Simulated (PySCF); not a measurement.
**C₂H₁₂Si₄ (SMILES [SiH3]C[SiH]1[SiH2]C[SiH2]1): density, localisation and related maps**

Input file:

```
{"job": {"kind": "nmr", "xc": "PBE0", "basis": "pcSseg-1"}, "charge": 0, "multiplicity": 1}
Si    -3.120514    -0.070707    -0.099640
C     -1.499916    -0.853708     0.500567
Si    -0.005733    -0.667440    -0.679249
Si     2.123465    -1.028581     0.243008
C      2.518764     0.813005    -0.188829
Si     0.876482     1.484426    -0.956128
H     -2.912509     1.362526    -0.322755
H     -4.175810    -0.257351     0.902028
H     -3.535469    -0.708990    -1.350549
H     -1.235842    -0.420691     1.466451
H     -1.670441    -1.915317     0.684878
H     -0.366281    -1.435334    -1.890782
H      2.271773    -1.280337     1.684744
H      3.089439    -1.934925    -0.392973
H      2.828415     1.384452     0.685051
H      3.350906     0.890547    -0.887605
H      0.351180     2.609934    -0.169283
H      1.103333     2.034807    -2.299630
```

Run with:

```sh
OMP_NUM_THREADS=1 python probes_run.py task.json out
```

Geometry: GFN2-xTB.

Computed with PBE0/pcSseg-1, SCF density, gas phase, non-relativistic (PySCF).

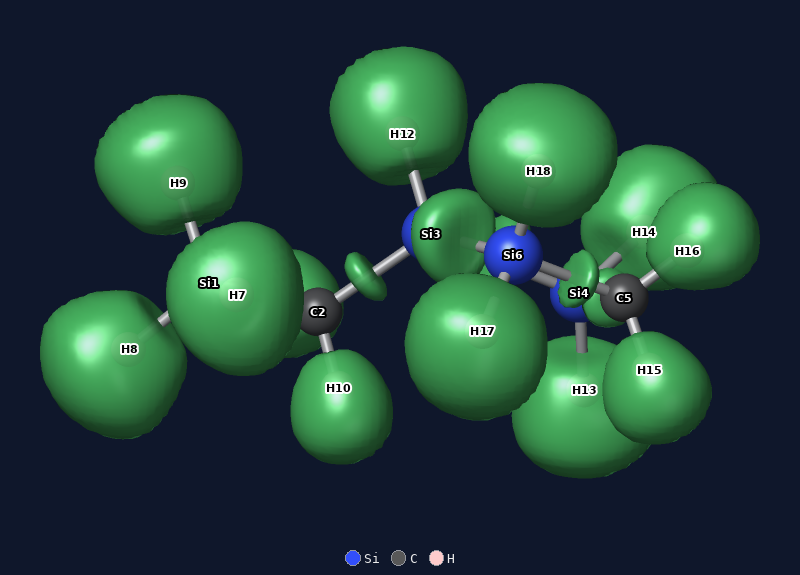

Figure 1. Isosurface of the electron localisation function at 0.9 (green), seen from one side. Core shells and regions of very low density are left out.

Q: What do the ELF domains correspond to?

A: The surface consists of four regions between bonded C–Si atoms (shared pairs), two regions between bonded Si–Si atoms (shared pairs) and twelve regions around hydrogen nuclei. Profiles from the grid: C–Si (1.90 Å): the ELF peaks at about 0.95 between the atoms; localised, covalent bonding. Si–Si (2.34 Å): the ELF peaks at about 1 between the atoms: a covalent bond.

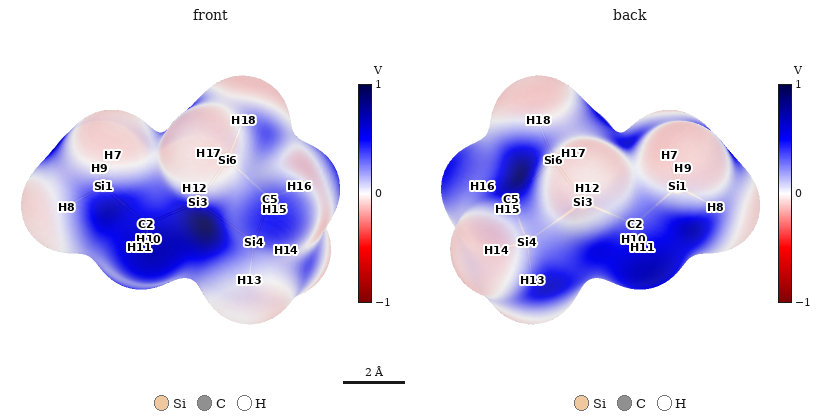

Figure 2. The molecular electrostatic potential painted on the density surface at 0.001 e/bohr³, seen from the front and from behind; the colour scale runs from red (negative) to blue (positive).

Q: Where is the surface potential most negative and most positive?

A: The most negative region (about −0.1 V) lies over the C and H atoms, the most positive (about +0.9 V) over Si3, Si4 and Si6.

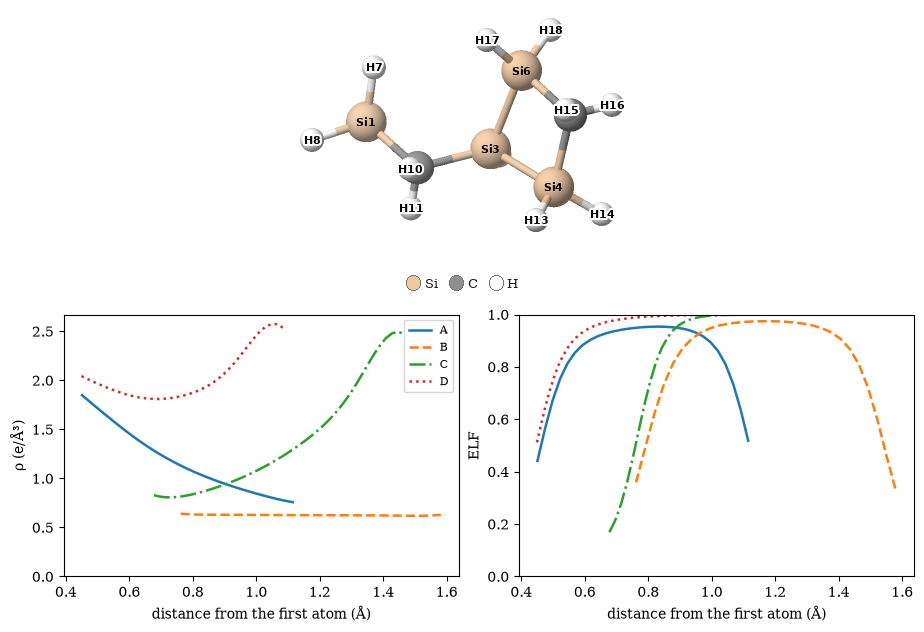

Figure 3. Total electron density and ELF along straight lines between neighbouring atoms. The curves leave out the atomic cores. The structure is drawn too.

Q: Which curve belongs to which contact (C–H, C–Si, Si–H and Si–Si)? The first atom named is at distance zero.

A: Curve A: C–Si (1.90 Å): the density is about 0.89 e/Å³ at the midpoint; the ELF peaks at about 0.95 between the atoms: localised, covalent bonding. Curve B: Si–Si (2.34 Å): ρ is about 0.63 e/Å³ halfway; the ELF peaks at about 1 between the atoms: a shared electron pair. Curve C: Si–H (1.46 Å): ρ is about 0.81 e/Å³ halfway; the ELF climbs to about 1 towards the hydrogen, as it does in any bond to H. Curve D: C–H (1.09 Å): ρ is about 1.9 e/Å³ halfway; the ELF climbs to about 1 towards the hydrogen; an ordinary covalent bond to hydrogen.
